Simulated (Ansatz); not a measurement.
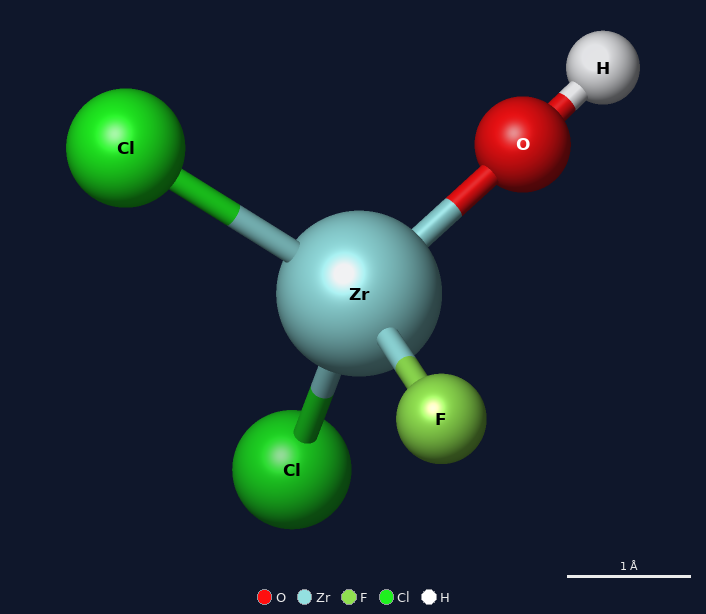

A ball-and-stick model of a molecule.

The species is neutral and a spin singlet. The geometry was computed by an optimisation with PBE0-D4/def2-TZVP.

Question: Give the formula.

Answer: Cl2FHOZr, 6 atoms: 2 chlorine, 1 fluorine, 1 hydrogen, 1 oxygen and 1 zirconium.

Question: How many bonds of each kind are drawn?

Answer: 2 Cl–Zr, 1 O–Zr, 1 F–Zr, 1 O–H.

Question: How many sets of symmetry-equivalent atoms are there?

Answer: 5: 1 O, 1 Zr, 1 F, 2 Cl, 1 H.

More results for the same structure follow; atom numbers are the same in all pictures, views and colours differ.

Geometry

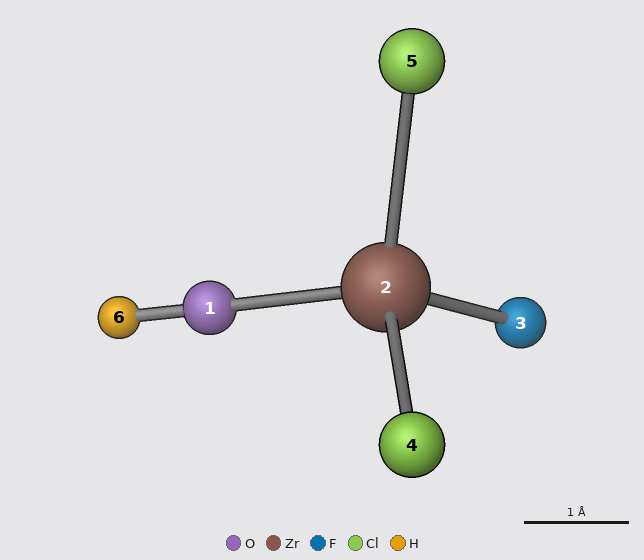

Give these bond angles: Zr2–O1–H6, O1–Zr2–F3, O1–Zr2–Cl4, F3–Zr2–Cl4, Cl4–Zr2–Cl5.

```tsv
angle	degrees
Zr2–O1–H6	178.1
O1–Zr2–F3	108.8
O1–Zr2–Cl4	109.6
F3–Zr2–Cl4	109.3
Cl4–Zr2–Cl5	110.2
```

Levels of theory compared

Program: Ansatz 0.2.0.

Compare dipole (D), HOMO energy (eV) at these levels: B3LYP-D4/def2-TZVPP; PBE-D4/def2-TZVPP; r2SCAN-D4/def2-TZVPP; ωB97M-V/def2-TZVPP.

```json
{"level": "B3LYP-D4/def2-TZVPP", "dipole (D)": "2.86", "HOMO energy (eV)": "−9.06"}
{"level": "PBE-D4/def2-TZVPP", "dipole (D)": "2.84", "HOMO energy (eV)": "−7.93"}
{"level": "r2SCAN-D4/def2-TZVPP", "dipole (D)": "2.89", "HOMO energy (eV)": "−8.32"}
{"level": "ωB97M-V/def2-TZVPP", "dipole (D)": "2.90", "HOMO energy (eV)": "−11.58"}
```

Vibrations

Harmonic vibrations computed with RKS PBE0-D4/def2-TZVP, core potentials on Zr (Ansatz 0.2.0) at a stationary point of the same level.

Question: How many vibrational modes are there, and where do they lie?

Answer: 12 modes: 98, 127, 135, 150, 176, 227, 259, 395, 421, 677, 759, 3987 cm⁻¹.

Thermal motion

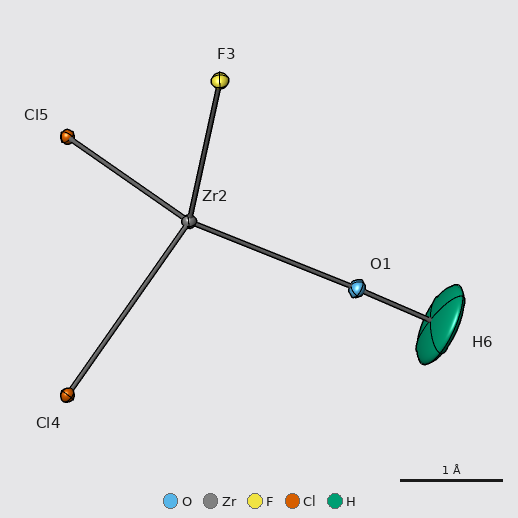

Displacement ellipsoids at the 50 % level, from the internal vibrations of the free molecule (harmonic, no overall translation or rotation; no half-axis is drawn under 0.075 Å). Vibrations computed with RKS PBE0-D4/def2-TZVP, core potentials on Zr (Ansatz 0.2.0). Temperature: 0 K (zero-point motion alone).

List U_eq and the three principal root-mean-square amplitudes for each kind of atom.

```json
{"atom": "O1", "U_eq (Å²)": "0.0034", "rms amplitudes (Å)": "0.040, 0.062, 0.068"}
{"atom": "Zr2", "U_eq (Å²)": "0.00042", "rms amplitudes (Å)": "0.018, 0.022, 0.022"}
{"atom": "F3", "U_eq (Å²)": "0.0031", "rms amplitudes (Å)": "0.039, 0.058, 0.066"}
{"atom": "Cl4, Cl5", "U_eq (Å²)": "0.0014", "rms amplitudes (Å)": "0.032, 0.034, 0.045"}
{"atom": "H6", "U_eq (Å²)": "0.0527", "rms amplitudes (Å)": "0.075, 0.270, 0.282"}
```
